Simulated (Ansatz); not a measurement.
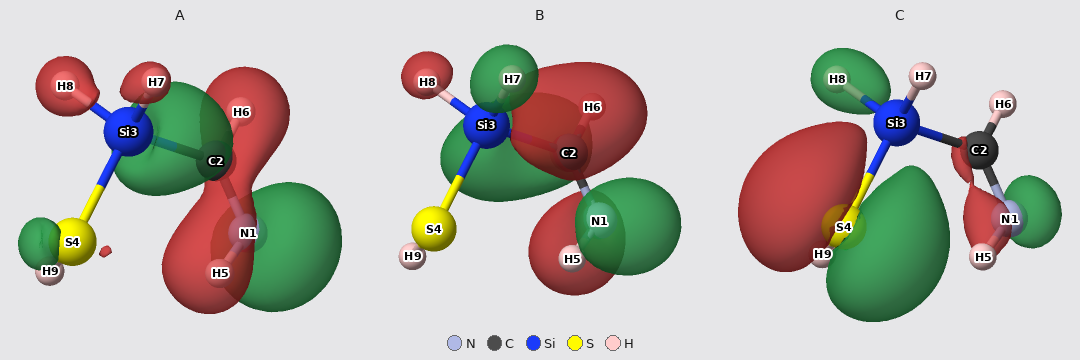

The picture shows: CH₅NSSi (SMILES N=C[SiH2]S). Three frontier orbitals at ±0.1 Å⁻³ᐟ² (green and red are the two phases), in no order.

Not at a stationary point (largest force 1.4 eV/Å).

All numbers below come from SCF B3LYP, Gaussian basis in Ansatz.

```xyz
9

N     1.7212   -0.2696   -0.8225
C     0.8096   -0.9199   -0.1729
Si   -0.8973   -0.2505    0.2262
S    -0.8994    1.8739   -0.1260
H     1.3968    0.6658   -1.1086
H     1.0250   -1.9386    0.1862
H    -1.9454   -0.8663   -0.6271
H    -1.2420   -0.4692    1.6544
H     0.0315    2.1744    0.7904
```

Which picture is the HOMO−1, the HOMO and the LUMO?

Answer. C is the HOMO−1 (−7.61 eV). It lies mainly on S4 (about 80 %); largely a lone pair of S4. A is the HOMO (−7.30 eV). Its weight (Hirshfeld) is mainly on N1 (about 50 %), C2 (about 15 %), Si3 (about 10 %) and H5 (about 5 %). B is the LUMO (−1.68 eV). By Hirshfeld shares it lies mainly on N1 (about 35 %), C2 (about 35 %) and Si3 (about 15 %); π-antibonding (π*) across N1–C2.

What is the HOMO–LUMO gap?

Answer. 5.62 eV between the orbital energies.
